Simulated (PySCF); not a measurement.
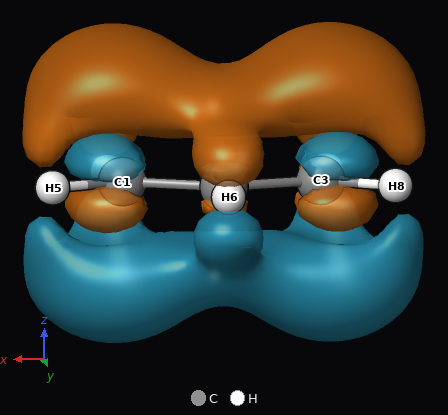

Figure 1: C₃H₅, charge −1, SMILES `C=C[CH2-]`. Change of the electron density in a uniform field of 0.15 V/Å, surfaces at ±0.0008 e/Å³ (light blue: gain, orange: loss).

Level of theory: M06-2X/def2-SVPD (PySCF), at a geometry from GFN2-xTB. No frequency check shows the geometry to be a minimum. For an anion such functionals hold the outermost electrons too loosely, so the response is rough.

The field was applied in both directions; the picture shows the one opposite to the script's first.

### Along which Cartesian direction does the field point?

Along +z: electrons gather on the −z side, against the field.

### What dipole is induced, and what polarisability does it imply?

The induced dipole is 0.36 D (along the field); α along this axis, from the fields in both directions, is 47 bohr³ (7.0 Å³).

Run time: 46 s on 1 thread of Arm Neoverse N1, on a shared host, peak memory 0.5 GiB.
